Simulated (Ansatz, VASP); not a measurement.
# NaOs: VASP beside Ansatz

Aim: how closely do two programs agree when they are given the same cell, functional and k mesh? The cell is invented: As first built, before any earlier steps moved the atoms (in the runner's words): it takes the NaPt structure with some of its atoms replaced by other elements, volume scaled by an estimate. It may not be a known or stable phase. The cell is taken from a series of VASP runs on this material, whose earlier steps may have relaxed, scaled or displaced it; both programs get it as it stands. Other levels of theory on this material are compared in a session of their own. Valence electrons are named where the data sets of a main pair hold unlike numbers.

Program: Ansatz 0.2.0. Level of theory: plane waves, with VASP 6.6.1 beside it; band structure at PBE. Results are calculated unless marked as measured.

## 1. Set-up

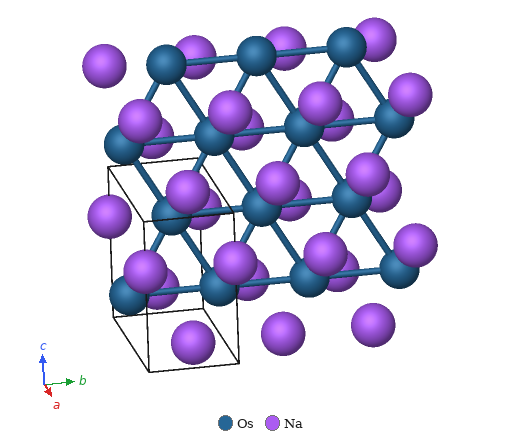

The starting structure, seen slightly off an axis (osmium blue, sodium purple). 1×3×2 cells are drawn. This picture shows the conventional cell, with its axes. Some periodic images of atoms are drawn too.

## 2. Ansatz: band structure, PBE

Ansatz runs on its default PAW (the set named soft_2) files.

A single point gives forces, pressure and levels at one fixed geometry, so differences don't come from the geometry; what else differs is listed under the comparison.

Contents of input.yaml:

```yaml
crystal:
  lattice:
    - [5.238808362, 0.0, 0.0]
    - [0.0, 1.3483927934, 2.3330862073]
    - [0.0, -1.3483927934, 2.3330862073]
  atoms:
    - { symbol: Os, position: [0.5, 0.3311245757, 0.3311245757] }
    - { symbol: Na, position: [0.0, 0.6685079653, 0.6685079653] }
hamiltonian:
  xc: pbe
  pseudopotentials: { kind: paw }
kpoints:
  mp_grid: { grid: [5, 11, 11] }
  band_path:
    path:
      - [0.0, 0.0, 0.0]
      - [0.0, 0.1334, -0.1334]
      - [0.0, 0.28904, -0.28904]
      - [0.0, 0.2668, -0.3668]
      - [0.0, 0.11117, -0.4445]
      - [0.0, 0.0, -0.5]
      - [-0.23333, 0.0, -0.5]
      - [-0.46667, 0.0, -0.5]
      - [-0.5, 0.08893, -0.4556]
      - [-0.5, 0.24457, -0.3779]
      - [-0.5, 0.31127, -0.31127]
      - [-0.5, 0.15564, -0.15564]
      - [-0.5, 0.0, 0.0]
      - [-0.33333, 0.0, 0.0]
      - [-0.1, 0.0, 0.0]
      - [0.0, -0.06667, -0.06667]
      - [0.0, -0.3, -0.3]
      - [0.0, -0.5, -0.5]
      - [0.0, -0.4334, -0.5666]
      - [0.0, -0.3557, -0.6443]
      - [-0.1, -0.3335, -0.6665]
      - [-0.33333, -0.3335, -0.6665]
      - [-0.5, -0.3335, -0.6665]
      - [-0.5, -0.4112, -0.5888]
      - [-0.5, -0.4889, -0.5111]
      - [-0.36667, -0.5, -0.5]
      - [-0.13333, -0.5, -0.5]
      - [-0.5, -0.03333, -0.03333]
      - [-0.5, -0.26667, -0.26667]
      - [-0.5, -0.5, -0.5]
    npoints: 1
scf:
  occupations: { method: methfessel_paxton, width: 0.2 }
  n_extra_bands: 7
output:
  forces: true
  stress: true
  eigenvalues: true
```

Run with:

```sh
$ ansatz run input.yaml --threads 2 --pin off --max-ram 4608MiB --backend cpu --events-out ev --progress --plain --runs-dir out
```

Numbers of over 12 decimals in the logs are rounded to 6 here.

Log:

```text
scf.n_extra_bands = 7 over 13 filled bands (N_el = 25.0): the run solves 20 bands
Engine: ansatz 0.2.0, aarch64-unknown-linux-gnu
Pseudopotentials: kind: paw
Pseudopotential: Os, paw, valence charge 16, recommended cutoff 420 eV (normal), Os.paw.azcp
Pseudopotential: Na, paw, valence charge 9, recommended cutoff 420 eV (normal), Na.paw.azcp
Functional definition: PBE
  parameter kappa = 0.804
  parameter beta = 0.066725
  exchange = pbe_x(kappa = kappa, mu = beta*pi^2/3)
  correlation = pbe_c(beta = beta)
Crystal: 2 atoms, lattice volume = 32.962 Å³
Basis set: ecut = 420 eV, 659 PW (Γ), exchange–correlation on 72×40×40 points (8 copies of the dense FFT grid, shifted against one another)
Bands: 20, of which v1, the nominal top of the filled ones, is band 13 counted from 1 (12 counted from 0)
Symmetry: 4 space group operations
Space group: Amm2 (ITA 38), of the structure as read, at distance tolerance 3.2e-5 Å
k-points: 108 of 605 (time reversal used)
Non-local potential: Os, projectors of the file, l = 0: 3, l = 1: 2, l = 2: 2, l = 3: 1
Non-local potential: Na, projectors of the file, l = 0: 3, l = 1: 2, l = 2: 1
PAW form: soft (Blöchl's): semilocal exchange-correlation on the pseudo side does not see the compensation charge
PAW one-centre angular grid: Os, 590 points (default); XC on 64 Gauss nodes
PAW one-centre angular grid: Na, 110 points (default); XC on 64 Gauss nodes
Initial density: superposition of atomic densities (neutral atoms: chi_scale 0, normalization atom), corrected by the library's trained network
Initial wavefunctions: pseudopotential atomic-orbital guess
Functional: x = pbe(κ = 0.804, μ = 0.219515), c = pbe(β = 0.066725)
SCF iter   1: F=—  HF=-12869.529782 eV  |F-HF|=—  |Δ(HF+E_count)|=         —  Δρ=6.79e-3  dr2=7.11e-3  ethr=1.77e-3  ⟨swp⟩=4.4  Hψ=8638  notcnv=0  defer=9
preconditioner: auto → none  [metal: Δε(μ)=0.009 eV  Ē_g=19.972 eV  σ=0.200 eV  W_gap=0.04  n_scr=4 (ndim 8)  ℏωp=25.0 eV  f_vac=0.000  D(μ)=1.23/eV (n_scr^D=4)  sad-step TF]
SCF iter   2: F=—  HF=-12869.529537 eV  |F-HF|=—  |Δ(HF+E_count)|=   2.45e-4  S|Δr|=    0.00e0  Δρ=3.75e-3  dr2=2.65e-3  ethr=2.85e-5  ⟨swp⟩=1.3  Hψ=3094  notcnv=0  defer=9
SCF iter   3: F=—  HF=-12869.529226 eV  |F-HF|=—  |Δ(HF+E_count)|=   3.11e-4  S|Δr|=    0.00e0  Δρ=2.61e-4  dr2=2.18e-5  ethr=1.06e-5  ⟨swp⟩=2.0  Hψ=2265  notcnv=0  defer=9
SCF iter   4: F=—  HF=-12869.529238 eV  |F-HF|=—  |Δ(HF+E_count)|=   1.17e-5  S|Δr|=    0.00e0  Δρ=6.83e-5  dr2=7.22e-7  ethr=8.71e-8  ⟨swp⟩=2.1  Hψ=2441  notcnv=0  defer=9
SCF iter   5: F=-12869.529238 eV  HF=-12869.529238 eV  |F-HF|=1.93e-8  |Δ(HF+E_count)|=   3.53e-8  S|Δr|=    0.00e0  Δρ=1.30e-5  dr2=3.82e-8  ethr=4.00e-10  ⟨swp⟩=7.2  Hψ=9637  notcnv=0
SCF 1 converged in 5 iterations: F = -12869.529238 eV  dr2 = 3.82e-8
  greatest PAW one-centre occupation: 1.000 electrons in one spin orbital (limit 2), on the Os atom at site 0 (counted from 0), in its partial waves of l = 0
NSCF: frozen V_eff on 30 k-points
SCF converged after 5 iterations
Stability not checked: this state was not tested for a lower state beside it, because cold or Methfessel-Paxton smearing, or corrected tetrahedra, fill the levels in a way that the test cannot read (fill_not_monotonic; see scf.lower_state_search)
Free energy (F): -12869.529238 eV
Harris-Foulkes:  -12869.529238 eV  (|F-HF|=1.93e-8)
Internal energy: -12869.531247 eV  (E = F + TS)
E sigma→0 (E₀):  -12869.529740 eV
Entropy (-TS):   0.002009 eV (1.005 meV/atom)
Fermi energy:    13.700878 eV
--- Per-component energies (eV) ---
  E_band       = -379.196627
  E_kinetic    = 680.786556
  E_local      = -2407.203929  (includes V_loc(G=0)·N_el)
  E_nonlocal   = 114.109558
  E_hartree    = 907.164281
  E_xc         = -304.774553
  E_vxc        = -332.880157  (∫ρ·V_xc dr)
  E_paw        = -9274.426672  (= ΣΔE_a)
  E_vpaw       = -248.335041  (= ΣTr[D̂ρ^β])
  E_aug_tail   = -0.000119  (compensation charges beyond the density's cutoff)
  E_ewald      = -2585.186370
  E_smearing   = 0.002009  (= −TS)
  E_closure    = -0.000000  (closes the sum)
  Σ components = -12869.529238   (vs F -12869.529238, Δ=0.00e0)
--- Forces (eV/Å), atoms counted from 1 ---
  atom   1  Os     0.00000000     0.00000000     0.00867085
  atom   2  Na     0.00000000     0.00000000    -0.00867195
  max |Σ_I F_I| component: 1.10e-6 eV/Å
--- Stress (GPa, compression-positive) ---
        0.380127       0.000000       0.000000
        0.000000       0.504892       0.000000
        0.000000       0.000000       0.523786
  P = ⅓ Tr σ = 0.4696 GPa (4.696 kbar)
--- Band table (eV; the first three rows and the last of 108) ---
  k-point 0: bands = [... 9 lower, 9.4599, 11.8728, 11.8952, 13.2438, 14.9819, 14.9892, 16.9526, 28.3292, ... 3 higher]
  k-point 1: bands = [... 9 lower, 9.6625, 11.6328, 12.1866, 12.6990, 14.8967, 15.5002, 17.1084, 28.7223, ... 3 higher]
  k-point 2: bands = [... 9 lower, 10.1503, 11.2397, 11.7675, 13.0416, 14.6614, 16.4073, 17.5575, 26.7148, ... 3 higher]
  k-point 107: bands = [... 9 lower, 9.8468, 12.7130, 13.5120, 14.4335, 16.9861, 17.9325, 20.2842, 21.1552, ... 3 higher]
```

It took 6.5 s on 2 threads of Arm Neoverse N1, shared host; peak memory 0.36 GiB.

Reading the cycles: dr2 is the Hartree energy of the density residual (eV), the measure of convergence; HF is the Harris–Foulkes estimate of the energy, which meets the free energy F at convergence.

## 3. VASP: band structure, PBE

The same cell, functional, mesh and smearing now go to VASP, with its own data sets.

Lines of VASP's logs that name or quote its potential files are left out, and so is its time.

Contents of INCAR:

```
SYSTEM = NaOs
PREC = Accurate
ENCUT = 400
EDIFF = 1E-06
NELM = 100
ISMEAR = 1
SIGMA = 0.2
LREAL = .FALSE.
ALGO = Normal
GGA = PE
NBANDS = 19
LORBIT = 11
LWAVE = .FALSE.
LCHARG = .FALSE.
```

Contents of POSCAR:

```
NaOs
1.0
    5.2388083620      0.0000000000      0.0000000000
    0.0000000000      1.3483927934      2.3330862073
    0.0000000000     -1.3483927934      2.3330862073
Os Na
1 1
Direct
    0.5000000000      0.3311245757      0.3311245757
    0.0000000000      0.6685079653      0.6685079653
```

Contents of KPOINTS:

```
Automatic mesh
0
Gamma
5 11 11
0 0 0
```

Contents of KPOINTS_OPT:

```
Line mode
16
Line-mode
Reciprocal
  0.00000000   0.00000000   0.00000000 GAMMA
  0.00000000   0.33350477  -0.33350477 X

  0.00000000   0.33350477  -0.33350477 X
  0.00000000   0.00000000  -0.50000000 S

  0.00000000   0.00000000  -0.50000000 S
 -0.50000000   0.00000000  -0.50000000 R

 -0.50000000   0.00000000  -0.50000000 R
 -0.50000000   0.33350477  -0.33350477 A

 -0.50000000   0.33350477  -0.33350477 A
 -0.50000000   0.00000000   0.00000000 Z

 -0.50000000   0.00000000   0.00000000 Z
  0.00000000   0.00000000   0.00000000 GAMMA

  0.00000000   0.00000000   0.00000000 GAMMA
  0.00000000  -0.50000000  -0.50000000 Y

  0.00000000  -0.50000000  -0.50000000 Y
  0.00000000  -0.33350477  -0.66649523 X1

  0.00000000  -0.33350477  -0.66649523 X1
 -0.50000000  -0.33350477  -0.66649523 A1

 -0.50000000  -0.33350477  -0.66649523 A1
 -0.50000000  -0.50000000  -0.50000000 T

 -0.50000000  -0.50000000  -0.50000000 T
  0.00000000  -0.50000000  -0.50000000 Y

 -0.50000000   0.00000000   0.00000000 Z
 -0.50000000  -0.50000000  -0.50000000 T
```

Potentials, in the order of the species: Os and Na_pv (PBE family, release 64).

Run with:

```sh
$ mpirun -np 1 vasp_std
```

Log:

```text
[banner, memory and clock lines left out]
running    1 mpi-ranks, on    1 nodes
 distrk:  each k-point on    1 cores,    1 groups
 distr:  one band on    1 cores,    1 groups

 POSCAR found type information on POSCAR OsNa
 POSCAR found :  2 types and       2 ions
 LDA part: xc-table for (Slater+PW92), standard interpolation
 POSCAR, INCAR and KPOINTS ok, starting setup
 FFT: planning ... GRIDC
 FFT: planning ... GRID_SOFT
 FFT: planning ... GRID
 WAVECAR not read
 entering main loop
       N       E                     dE             d eps       ncg     rms          rms(c)
DAV:   1     0.972700120507E+02    0.97270E+02   -0.59061E+03  4175   0.742E+02
DAV:   2    -0.662844364170E+01   -0.10390E+03   -0.91703E+02  4171   0.245E+02
DAV:   3    -0.118433254528E+02   -0.52149E+01   -0.51172E+01  4933   0.538E+01
DAV:   4    -0.118906568792E+02   -0.47331E-01   -0.47301E-01  4721   0.505E+00
DAV:   5    -0.118909992534E+02   -0.34237E-03   -0.34237E-03  4682   0.438E-01    0.103E+01
DAV:   6    -0.112893312910E+02    0.60167E+00   -0.38830E-01  5715   0.487E+00    0.360E+00
DAV:   7    -0.111676286621E+02    0.12170E+00   -0.96691E-02  4796   0.221E+00    0.131E+00
DAV:   8    -0.111416270768E+02    0.26002E-01   -0.15279E-02  5037   0.107E+00    0.160E-01
DAV:   9    -0.111417415952E+02   -0.11452E-03   -0.11809E-03  4633   0.312E-01    0.674E-02
DAV:  10    -0.111417738017E+02   -0.32207E-04   -0.75104E-05  4754   0.813E-02    0.158E-02
DAV:  11    -0.111417741870E+02   -0.38528E-06   -0.78300E-06  5089   0.359E-02
   1 F= -.11141774E+02 E0= -.11142417E+02  d E =0.192843E-02
 Start KPOINTS_OPT (optional k-point list driver)
k-point batch [1-108\192]
       N       E                     dE             ncg
DAV:   1     0.982407239749E+03   -0.42536E+05     4151
DAV:   2    -0.101140431827E+05   -0.11096E+05     4134
DAV:   3    -0.107003611920E+05   -0.58632E+03     5021
DAV:   4    -0.107055828553E+05   -0.52217E+01     4804
DAV:   5    -0.107056251318E+05   -0.42277E-01     4748
DAV:   6    -0.107056258125E+05   -0.68061E-03     4917
DAV:   7    -0.107056258262E+05   -0.13769E-04     4558
DAV:   8    -0.107056258268E+05   -0.61807E-06     3623
k-point batch [109-192\192]
       N       E                     dE             ncg
DAV:   1     0.411468298264E+04   -0.45981E+05     3252
DAV:   2    -0.459849987752E+04   -0.87132E+04     3249
DAV:   3    -0.508118253925E+04   -0.48268E+03     3668
DAV:   4    -0.508551579961E+04   -0.43333E+01     3691
DAV:   5    -0.508555109990E+04   -0.35300E-01     3595
DAV:   6    -0.508555164939E+04   -0.54949E-03     3811
DAV:   7    -0.508555165972E+04   -0.10335E-04     3495
DAV:   8    -0.508555166016E+04   -0.44053E-06     2671
```

From OUTCAR (step 3):

```text
ion  position               nearest neighbor table
   1  0.500  0.331  0.331-   2 3.04   2 3.04   2 3.04   2 3.04   2 3.06   2 3.06
   2  0.000  0.669  0.669-   1 3.04   1 3.04   1 3.04   1 3.04   1 3.06   1 3.06

  LATTYP: Found a base centered orthorhombic cell.
 ALAT       =     2.6967855868
 B/A-ratio  =     1.7302719346
 C/A-ratio  =     1.9426121185

 Subroutine GETGRP returns: Found  4 space group operations
 (whereof  4 operations were pure point group operations)

The static configuration has the point symmetry C_2v.

 Found    108 irreducible k-points:

   k-points           NKPTS =    108   k-points in BZ     NKDIM =    108   number of bands    NBANDS=     19

   dimension x,y,z NGX =    36 NGY =   18 NGZ =   18
   dimension x,y,z NGXF=    72 NGYF=   36 NGZF=   36

   ENCUT  =  400.0 eV  29.40 Ry    5.42 a.u.   8.54  4.39  4.39*2*pi/ulx,y,z

   NELECT =      15.0000    total number of electrons

 k-points in reciprocal lattice and weights: Automatic mesh
   0.00000000  0.00000000  0.00000000       0.002
   0.20000000  0.00000000  0.00000000       0.003
   0.40000000  0.00000000  0.00000000       0.003
   0.00000000  0.09090909  0.00000000       0.007
   0.20000000  0.09090909  0.00000000       0.013
   0.40000000  0.09090909  0.00000000       0.013
   0.00000000  0.18181818 -0.00000000       0.007
   0.20000000  0.18181818 -0.00000000       0.013
   0.40000000  0.18181818 -0.00000000       0.013
[...]
0.20000000 -0.45454545  0.45454545       0.007
   0.40000000 -0.45454545  0.45454545       0.007

 average (electrostatic) potential at core
       1 -47.0358       2 -45.3725

 E-fermi :   5.0517

 k-point     1 :       0.0000    0.0000    0.0000
  band No.  band energies     occupation
    ...
      4      -2.8600      2.00000
      5       0.8393      2.00000
      6       3.2333      2.00000
      7       3.2557      2.00000
      8       4.6385      2.01285
      9       6.3164     -0.00000
     10       6.3236     -0.00000
     11       8.3070     -0.00000
     12      20.0077      0.00000
     13      21.0573      0.00000
    ...

 k-point     2 :       0.2000    0.0000    0.0000
  band No.  band energies     occupation
    ...
      4      -2.7631      2.00000
      5       0.9655      2.00000
      6       3.2329      2.00000
      7       3.2553      2.00000
      8       3.7469      2.00000
      9       6.3150     -0.00000
     10       6.3218     -0.00000
     11       9.4150      0.00000
     12      18.6278      0.00000
     13      21.1305      0.00000
    ...

 k-point     3 :       0.4000    0.0000    0.0000
  band No.  band energies     occupation
    ...
      4      -2.5959      2.00000
      5       1.4002      2.00000
      6       2.4421      2.00000
      7       3.2323      2.00000
      8       3.2546      2.00000
      9       6.3125     -0.00000
     10       6.3189     -0.00000
     11      11.0890      0.00000
     12      16.8101      0.00000
     13      21.2129      0.00000
    ...

  Total       -0.0177085     -0.0036843     -0.0012803      0.0000000      0.0000000      0.0000000
  in kB       -0.8607593     -0.1790834     -0.0622324      0.0000000      0.0000000      0.0000000
  external PRESSURE =      -0.3673584 kB  Pullay stress =       0.0000000 kB

  energy-cutoff  :      400.00
  volume of cell :       32.96
      direct lattice vectors                 reciprocal lattice vectors
     5.238808362  0.000000000  0.000000000     0.190883104  0.000000000  0.000000000
     0.000000000  1.348392793  2.333086207     0.000000000  0.370811831  0.214308412
     0.000000000 -1.348392793  2.333086207     0.000000000 -0.370811831  0.214308412

 POSITION                                       TOTAL-FORCE (eV/Angst)
 -----------------------------------------------------------------------------------
      2.61940      0.00000      1.54508         0.000000      0.000000      0.008997
      0.00000      0.00000      3.11937         0.000000      0.000000     -0.008997
 -----------------------------------------------------------------------------------
    total drift:                                0.000000      0.000000     -0.000623

  FREE ENERGIE OF THE ION-ELECTRON SYSTEM (eV)
  ---------------------------------------------------
  free  energy   TOTEN  =       -11.1417741870 eV

  energy  without entropy=      -11.1437026204  energy(sigma->0) =      -11.14241700

 total charge
# of ion       s       p       d       tot
------------------------------------------
    1        0.695   0.557   5.877   7.129
    2        0.121   6.018   0.000   6.139
--------------------------------------------------
tot          0.816   6.575   5.877  13.268

[... 3 further parts left out ...]
```

The run ends at a pressure of -0.04 GPa, with forces up to 0.0090 eV/Å.

## 4. Comparison

Known differences besides the potentials themselves: the data sets hold 25 valence electrons in Ansatz (on its default PAW (the set named soft_2) files) and 15 in VASP; the cutoff is 420 eV in Ansatz and 400 eV in VASP; VASP leaves aspherical gradient terms in its spheres out (LASPH is not set), Ansatz keeps them. Total energies have different zeros and are not compared.

Compared:

```csv
quantity,Ansatz,VASP,difference
pressure (GPa),0.47,-0.04,+0.51
```

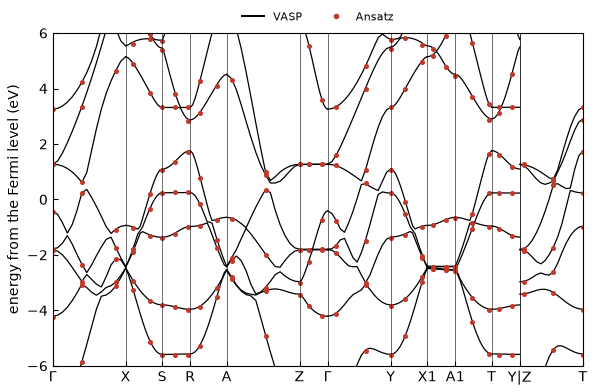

Bands from VASP (lines) and levels from Ansatz (dots). Dots without a line are higher empty bands that the VASP plot leaves out.

Levels from 3 eV below to 2 eV above the Fermi level differ by 21 meV r.m.s. and 44 meV at most; each VASP level is matched to the nearest of Ansatz, which flatters the figure a little.

## 5. Results

```json
{
  "r.m.s. difference of levels near the Fermi level (band structure, PBE)": "21 meV",
  "difference in pressure (band structure, PBE)": "0.51 GPa"
}
```

**Reading.** The difference in pressure is 0.51 GPa (band structure, PBE), within the 1 GPa picked in this series as the mark of a large difference. The data sets hold unlike numbers of valence electrons (25 in Ansatz and 15 in VASP), so part of the differences comes from the potentials. 4 further runs of this series are not shown here. How closely two codes agree says nothing of how well the functional describes the real material.

[Lines on the potential files, build, host, timing and source positions are cut from VASP's logs without a mark.]

[Logs are printed without paths, hosts, clocks, repeated set-up lines and the standing remarks that a program may print on its own settings, such as how far it seeks lower states.]

[Hosts, paths, dates, database ids (printed as entryN), source tags and the programs' standing remarks are cut or masked in the printed files.]
